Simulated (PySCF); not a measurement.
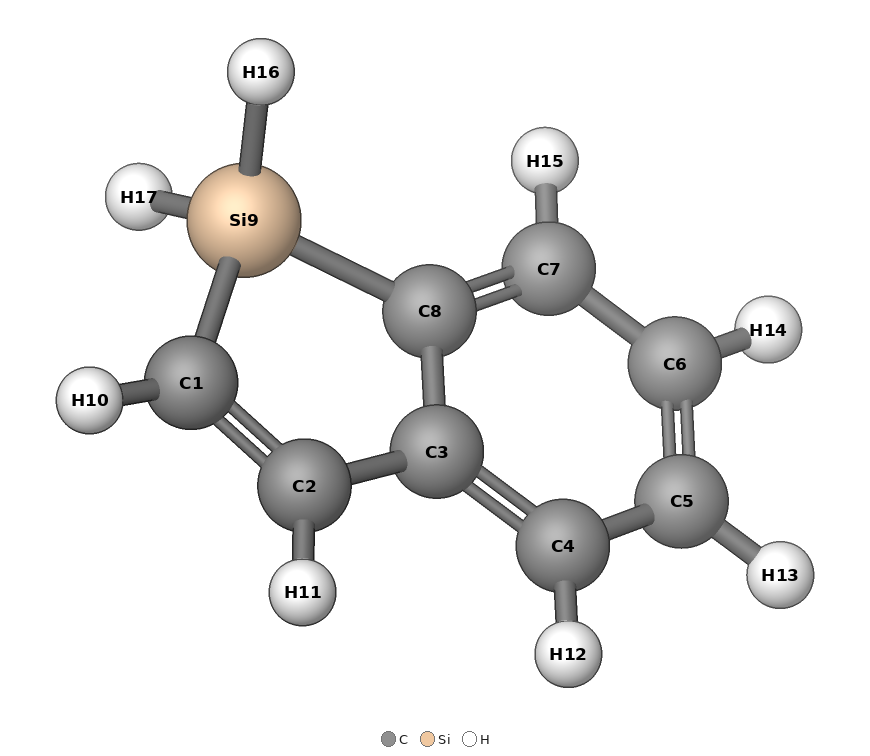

The geometry was computed by an optimisation with PBE0-D3(BJ)/def2-SVP. No frequency run is at hand to confirm it as a minimum. Properties computed with delta-SCF UKS SCAN, pcX-2 on the ionised atom, pcseg-1 elsewhere, spin-free X2C (PySCF 2.14.0).

Give the core-electron binding energies (to vacuum; p and d levels without spin–orbit splitting) of C1 1s, C2 1s, C3 1s, C4 1s, C5 1s, C6 1s, C7 1s, C8 1s, Si9 1s, Si9 2p.

```
atom  level  binding energy (eV)
  C1     1s                289.4
  C2     1s                290.4
  C3     1s                290.3
  C4     1s                290.0
  C5     1s                290.1
  C6     1s                290.0
  C7     1s                290.2
  C8     1s                289.6
 Si9     1s               1846.1
 Si9     2p                106.5
```
